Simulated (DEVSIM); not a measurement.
Structure: Al/SiON/n-Ge capacitor, at 250 K.

```csv
layer (left to right),material,thickness (nm),Nd (cm⁻³)
1,SiON,6.50,-
2,Ge,4300,1.9e16
```

Metal gate on the left, work function 4.1 eV. Fixed charge at the semiconductor interface 2.6e12 cm⁻² (in units of +e); no interface traps.

This is a model device: material constants are rounded textbook-type values typed into the input, and sizes, dopings and lifetimes were drawn at random. Values at 300 K; Nc and Nv go as T^1.5, mobilities as T to minus their exponent, the gap by Varshni's rule with the affinity fixed.

```
parameter         SiON        Ge
----------------  ----  --------
gap (eV)             7     0.664
affinity (eV)      1.4         4
permittivity       5.5        16
Nc (cm⁻³)            -   1.04e19
Nv (cm⁻³)            -      6e18
Varshni α (eV/K)     -  0.000477
Varshni β (K)        -       235
```

DEVSIM, 1D Poisson equation in equilibrium, Boltzmann statistics, complete ionisation; no quantum confinement or tunnelling. Metal contacts follow the ideal Schottky-Mott rule: no Fermi-level pinning, no interface dipoles.

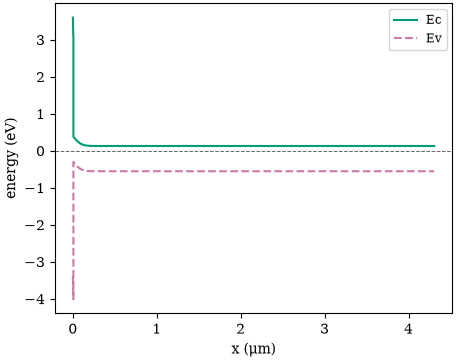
Figure. Band edges at -0.9 V on the gate

Energies count from the Fermi level of the right contact; mesh points crowd at the junctions.

```
x (μm)    Ec (eV)  Ev (eV)  n (cm⁻³)  p (cm⁻³)  field (V/cm)
--------  -------  -------  --------  --------  ------------
0.000       3.600   -3.400     < 1e2     < 1e2       -950000
0.001243    3.482   -3.518     < 1e2     < 1e2       -950000
0.003217    3.295   -3.705     < 1e2     < 1e2       -950000
0.005237    3.104   -3.896     < 1e2     < 1e2       -950000
0.006762    0.384   -0.299    1.5e11    4.3e12        -32000
0.008547    0.378   -0.305    1.9e11    3.3e12        -31000
0.01233     0.366   -0.316    3.2e11    1.9e12        -30000
0.02602     0.327   -0.356    2.0e12    3.0e11        -27000
0.05042     0.266   -0.417    3.4e13    1.8e10        -22000
0.1070      0.174   -0.508    2.4e15     2.6e8        -10000
0.2269      0.131   -0.551    1.8e16     3.5e7          -440
0.6606      0.130   -0.553    1.9e16     3.3e7           ≈ 0
1.434       0.130   -0.553    1.9e16     3.3e7           ≈ 0
2.826       0.130   -0.553    1.9e16     3.3e7           ≈ 0
3.789       0.130   -0.553    1.9e16     3.3e7           ≈ 0
4.078       0.130   -0.553    1.9e16     3.3e7           ≈ 0
4.202       0.130   -0.553    1.9e16     3.3e7           ≈ 0
4.261       0.130   -0.553    1.9e16     3.3e7           ≈ 0
4.291       0.130   -0.553    1.9e16     3.3e7           ≈ 0
4.300       0.130   -0.553    1.9e16     3.3e7           ≈ 0
4.304       0.130   -0.553    1.9e16     3.3e7           ≈ 0
4.306       0.130   -0.553    1.9e16     3.3e7           ≈ 0
```
